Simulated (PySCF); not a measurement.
C$_{4}$H$_{12}$N, charge +1, SMILES `C[N+](C)(C)C`.

Method: TPSSh/cc-pVDZ; geometry: GFN2-xTB; program: PySCF. No frequency check shows the geometry to be a minimum.

The calculation's input:

```python
import numpy as np
from pyscf import gto, scf, dft
from pyscf.scf import atom_ks, atom_hf
from scipy.linalg import block_diag

def solve(mol, dm0=None, hcore=None):
    mf = (dft.UKS if mol.spin else dft.RKS)(mol, xc='tpssh')
    mf.grids.level = 3
    mf = mf.density_fit(auxbasis='def2-universal-jkfit')
    mf.conv_tol, mf.max_cycle = 1e-8, 80
    if hcore is not None:
        mf.get_hcore = lambda *args: hcore
    mf.kernel(dm0)
    if not mf.converged:
        mf = mf.newton().run(mf.mo_coeff, mf.mo_occ, max_cycle=30)
    assert mf.converged, 'SCF not converged'
    return mf

mol = gto.M(atom='''
C     -1.24699    -0.77961    -0.10497
N     -0.00071     0.00015     0.00001
C     -0.32487     1.41312     0.26677
C      0.75081    -0.10156    -1.26429
C      0.82118    -0.53209     1.10204
H     -1.86437    -0.39802    -0.91614
H     -1.02234    -1.82676    -0.30033
H     -1.81251    -0.71363     0.82389
H     -0.87974     1.50402     1.19877
H      0.58740     2.00202     0.34494
H     -0.93136     1.82020    -0.54116
H      0.99839    -1.14173    -1.47334
H      0.15676     0.28735    -2.08929
H      1.67585     0.46892    -1.20107
H      1.06873    -1.57414     0.92221
H      0.28016    -0.46350     2.04404
H      1.74723     0.03503     1.19012
''', basis='cc-pvdz', charge=1, spin=0, verbose=4)
mf = solve(mol)
mf.analyze()
# spherically averaged free atoms, for the promolecule
atm = atom_ks.get_atm_nrks(mol, xc='tpssh')
pro = block_diag(*[(atm[a[0]][2] * atm[a[0]][3]) @ atm[a[0]][2].T for a in mol._atom])
np.savez('result.npz', e=mf.e_tot, c=mf.mo_coeff, occ=mf.mo_occ, eps=mf.mo_energy, pro=pro, dip=mf.dip_moment(verbose=0), s2=mf.spin_square()[0])
```

Command:

```sh
OMP_NUM_THREADS=1 python input.py
```

The run took 22 s on 1 thread of Intel(R) Xeon(R) Platinum 8488C (Sapphire Rapids), with other jobs on the host, peak memory 0.59 GiB.

Partitions, critical points and surface values were worked out afterwards from this run's density.

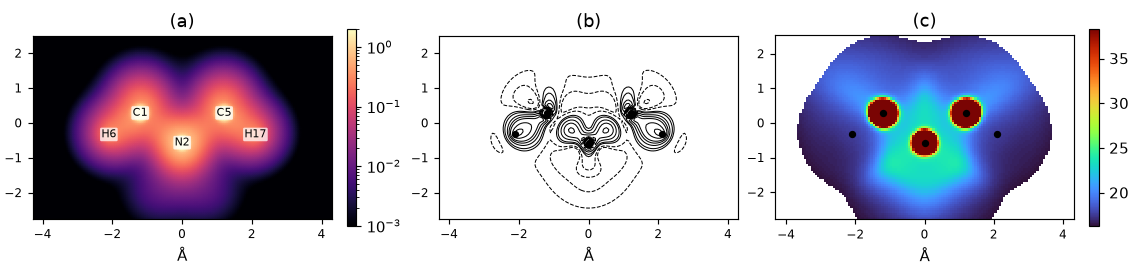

Three fields in the plane of C1, N2, C5, H6 and H17. (b): solid lines positive, dashed lines negative.

> The panels show, in some order, the deformation density, electron density and average local ionisation energy. Which is which?

(a) is the electron density: it is positive everywhere and peaks at the nuclei. (b) is the deformation density: it has both signs, with gains where valence electrons gather and losses around them. (c) is the average local ionisation energy: it is high near the heavier nuclei and lowest where loosely bound electrons reach out.
